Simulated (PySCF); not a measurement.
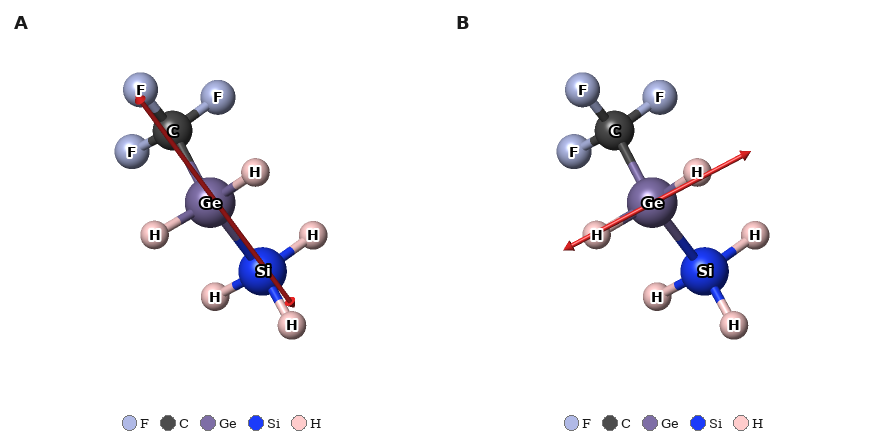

The double arrows show the directions of two transition dipoles from the ground state (lengths mean nothing). The computed structure is the end point of a PBE0-D3(BJ)/def2-SVP optimisation. No frequency run is at hand to confirm it as a minimum. Method: TDDFT PBE0/def2-TZVPD, vertical, gas phase, core orbitals frozen in the response (PySCF 2.14.0).

> One belongs to singlet state 2 and one to singlet state 4. Which is which?

A: state 4, 7.69 eV (161 nm), oscillator strength 0.17, mainly HOMO → LUMO+2 (weight 0.56).
B: state 2, 7.48 eV (166 nm), oscillator strength 0.016, mainly HOMO → LUMO+3 (weight 0.89).
